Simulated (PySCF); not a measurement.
# B2H3NSi (SMILES B[N+]1=[Si]=[BH-]1): what the fields show

Input file:

```
from pyscf import gto, dft

mol = gto.M(
    atom='start.xyz',
    max_memory=3720,
    basis='def2-tzvpd',
    verbose=3,
    spin=0,
)

mf = dft.RKS(mol)
mf.xc = 'pbe0'
mf = mf.density_fit(auxbasis='def2-universal-jkfit')
mf.grids.level = 3
mf.max_cycle = 100
mf.conv_tol = 1e-09
mf.kernel()
if not mf.converged:
    mf = mf.newton().run(mf.mo_coeff, mf.mo_occ)

etot = mf.e_tot
print('Final energy', etot)
grad = mf.nuc_grad_method().kernel()
dip = mf.dip_moment()
pop, q = mf.mulliken_pop()
```

Command:

```sh
OMP_NUM_THREADS=2 python job.py
```

Geometry: B3LYP-D3(BJ)/def2-SVP.

Theory: Gaussian-basis quantum chemistry of an isolated molecule with PySCF, energy and nuclear gradient, functional PBE0 (PySCF).

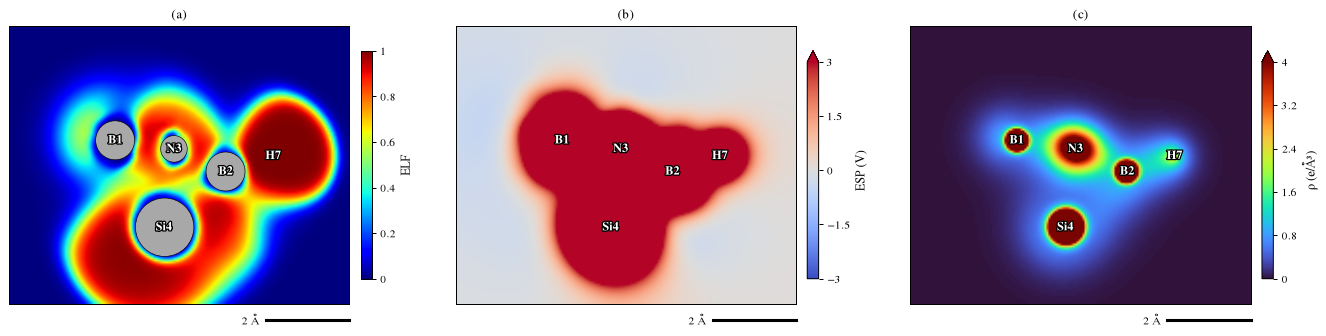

Figure 1. (a) electron localisation function; (b) electrostatic potential; (c) electron density on the plane of atoms B1, N3 and Si4. Grey discs cover the atomic cores in the ELF map.

> Describe what can be read from this map.

The plane passes through B, N, Si and H nuclei.
B–N (1.35 Å): ρ is about 2.1 e/Å³ halfway; the ELF peaks at about 0.85 between the atoms, as expected for a short, strongly polar bond.
Si–N (1.89 Å): ρ is about 0.74 e/Å³ halfway; the ELF peaks at about 0.75 in the valence shell of N, 0.6 Å from its nucleus, and is about 0.55 at the midpoint.
Si–B (1.98 Å): ρ at the midpoint is about 0.71 e/Å³; the ELF peaks at about 0.75 between the atoms.
B–H (1.19 Å): ρ is about 1.3 e/Å³ halfway; the ELF climbs to about 1 towards the hydrogen, as it does in any bond to H: an ordinary covalent bond to hydrogen.
B–N (1.42 Å): the density is about 1.8 e/Å³ at the midpoint; the ELF peaks at about 0.90 between the atoms: a short, strongly polar bond.
The ELF also peaks beside Si4, away from the bonds: lone-pair regions.
Outside the dense part of the molecule the potential is most negative (−0.5 V) near H6, which lies off the plane.

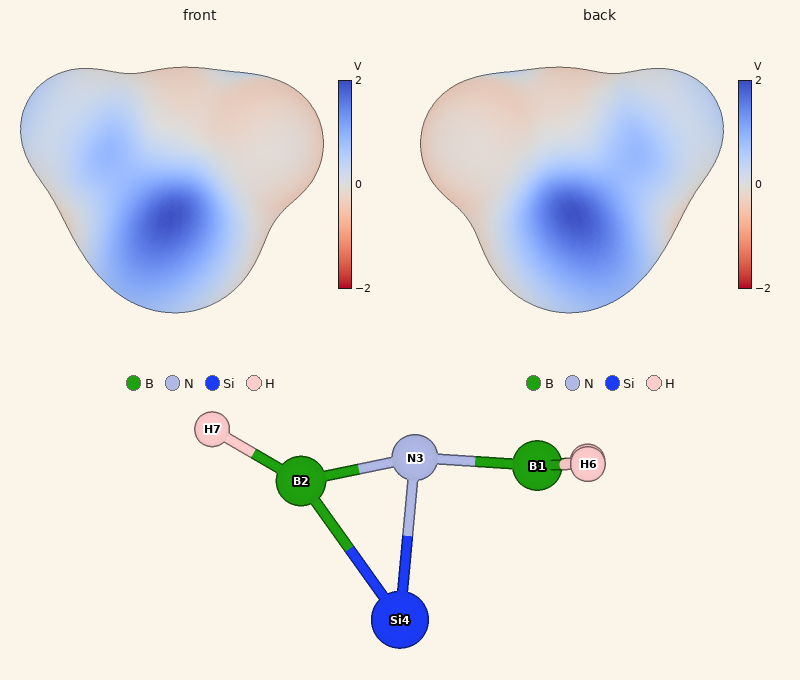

Figure 2. The molecular electrostatic potential painted on the density surface at 0.002 e/bohr³, seen from the front and from behind; red is negative and blue positive. The bare structure is drawn below in the same view.

> Describe the electrostatic potential map.

The most negative region (about −0.5 V) lies over H5 and H6, the most positive (about +1.9 V) over Si4.

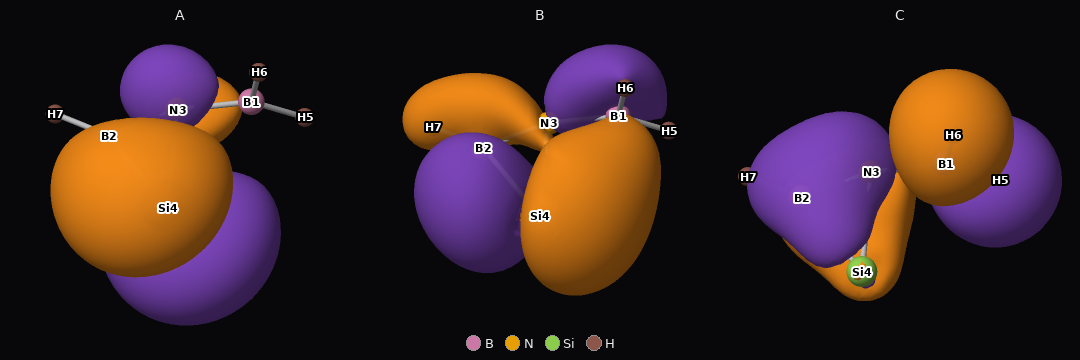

Figure 3. Three frontier orbitals at ±0.08 Å⁻³ᐟ² (orange and purple are the two phases), in no order.

> Which picture is the HOMO−1, the HOMO and the LUMO?

C is the HOMO−1 (−8.38 eV). Its weight (Hirshfeld) is mainly on B1 (about 25 %), N3 (about 20 %), H5 (about 20 %), H6 (about 20 %) and B2 (about 15 %). B is the HOMO (−6.98 eV). It lies mainly on Si4 (about 45 %), B2 (about 25 %), B1 (about 15 %) and N3 (about 10 %). A is the LUMO (−2.76 eV). Its weight (Hirshfeld) is mainly on Si4 (about 75 %) and N3 (about 15 %).

> What is the HOMO–LUMO gap?

4.22 eV between the orbital energies.
